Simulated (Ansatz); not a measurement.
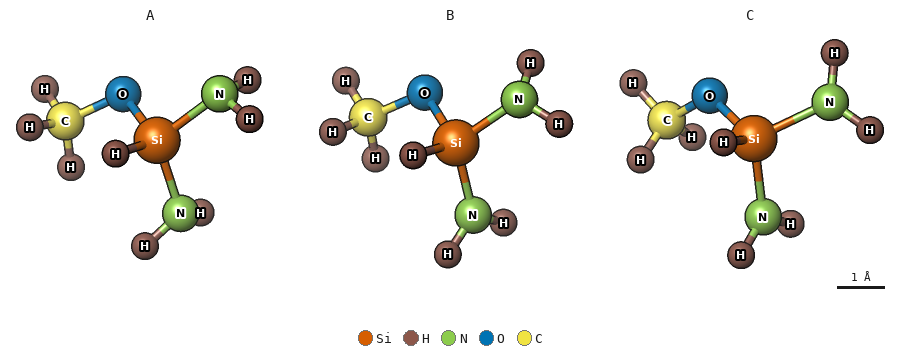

3 geometries from one relaxation of CH8N2OSi, in shuffled order. A ball-and-stick model, seen at a tilt.

The run prepares the start of a later molecular dynamics calculation, from a guessed geometry.

Computed with RKS PBE0-D4/STO-3G (Ansatz). Set-up: no spin polarisation; force threshold 0.02 eV/Å; at most 40 steps.

Order the frames from highest to lowest energy.

Answer. C, B, A. They are steps 0, 6, 26, at +23.7 kcal/mol, +1.65 kcal/mol relative to the last. Over 24 accepted moves (26 points after the start) the energy falls by 23.7 kcal/mol. Largest force component: 2.9 eV/Å at the start, 0.011 eV/Å at the end. The line search rejected the trial steps at points 19, 21 of the run. The atom that moves furthest after the best rigid fit is an H atom (0.99 Å). Largest moves by element: H 0.99 Å, O 0.41 Å, N 0.39 Å, C 0.20 Å, Si 0.15 Å. Near-neighbour distances that change, for instance: N–Si 1.820 → 1.754 Å, O–Si 1.679 → 1.715 Å, C–O 1.420 → 1.447 Å, H–N 1.060 → 1.044 Å. Bond angles that change, for instance: H–N–H 120.0° → 104.7°, Si–O–C 125.0° → 110.9°, H–N–H 120.0° → 105.9°. Groups turn about O–Si by about 45°.

Limits of the set-up: STO-3G is a minimal basis, so the numbers are rough.
